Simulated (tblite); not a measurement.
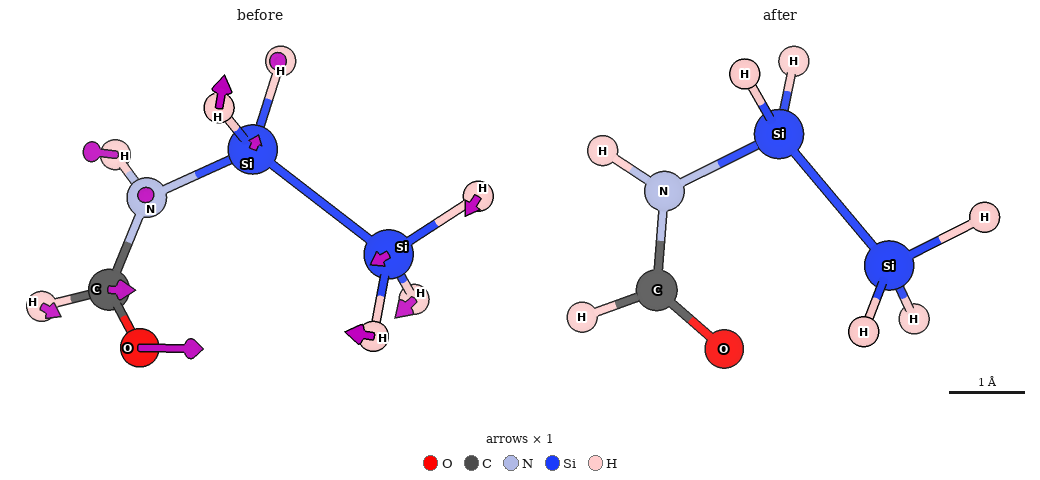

The structure of CH₇NOSi₂ before (left) and after (right) a relaxation, at one scale. The purple arrows give the displacements, at their true length.

Style: ball-and-stick. Shown at a tilt.

The calculation used GFN2-xTB geometry optimisation, gas phase (tblite 0.8.0). 

### Summarise the run.

The atom that moves furthest after the best rigid fit is the O atom (1.18 Å). Largest moves by element: O 1.18 Å, H 0.88 Å, C 0.41 Å, Si 0.30 Å, N 0.28 Å. Some distances before and after: O–Si 3.549 → 2.569 Å, H–Si 1.499 → 1.460 Å, C–N 1.367 → 1.332 Å, N–Si 1.747 → 1.782 Å. Among the angles between lasting bonds that change: N–Si–Si 117.1° → 105.0°, Si–Si–H 109.6° → 120.7°, Si–Si–H 112.5° → 120.8°. Groups turn about N–Si by about 45°. Over 130 geometry steps the energy falls by 25.2 kJ/mol.
